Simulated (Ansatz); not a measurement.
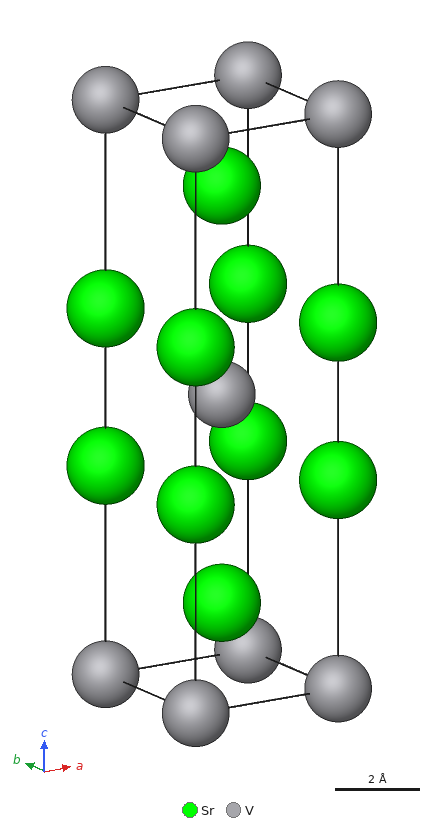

The figure gives a spheres-only picture of the atoms, viewed from a general direction. The lines enclose the conventional unit cell; boundary atoms appear with their images.

Size of the cell: a = 4.032 Å, b = 4.032 Å, c = 14.283 Å, α = 90.00°, β = 90.00°, γ = 90.00°.

Which compound is drawn?

Answer. Sr2V. The cell holds 4 Sr, 2 V, counting shared atoms by their share.

What are the crystal system and the lattice centring?

Answer. Body-centred tetragonal.

What space-group symmetry does the structure have?

Answer. I4/mmm (No. 139), with Sr on 4e and V on 2a.

Starting structure: a textbook structure type filled with these elements (whether it is the usual form wasn't checked). The picture shows the end point of a geometry optimisation with DFT PBE, scalar-relativistic, plane waves, PAW in Ansatz 0.2.0.
